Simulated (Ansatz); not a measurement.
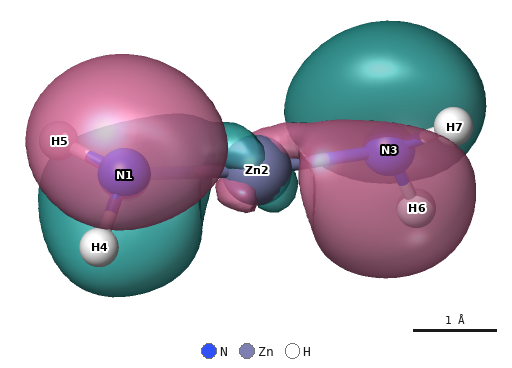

H₄N₂Zn (SMILES [NH2][Zn][NH2]). The HOMO at ±0.08 Å⁻³ᐟ² (teal and pink are the two phases), seen at a tilt.

Method: RKS PBE0-D4/def2-SVP in Ansatz.

```xyz
7

N    -1.3596   -0.6867   -0.9169
Zn    0.1380   -0.0454   -0.1206
N     1.5505    0.7740    0.6679
H    -1.5595   -1.6801   -0.8360
H    -1.5409   -0.4183   -1.8805
H     2.4554    0.3125    0.6352
H     1.4274    1.1351    1.6105
```

**Describe this orbital and give its energy.**

It lies mainly on N1 (about 40 %), N3 (about 40 %) and Zn2 (about 10 %); largely a combination of lone pairs on N1 and N3. Its energy is −6.20 eV.
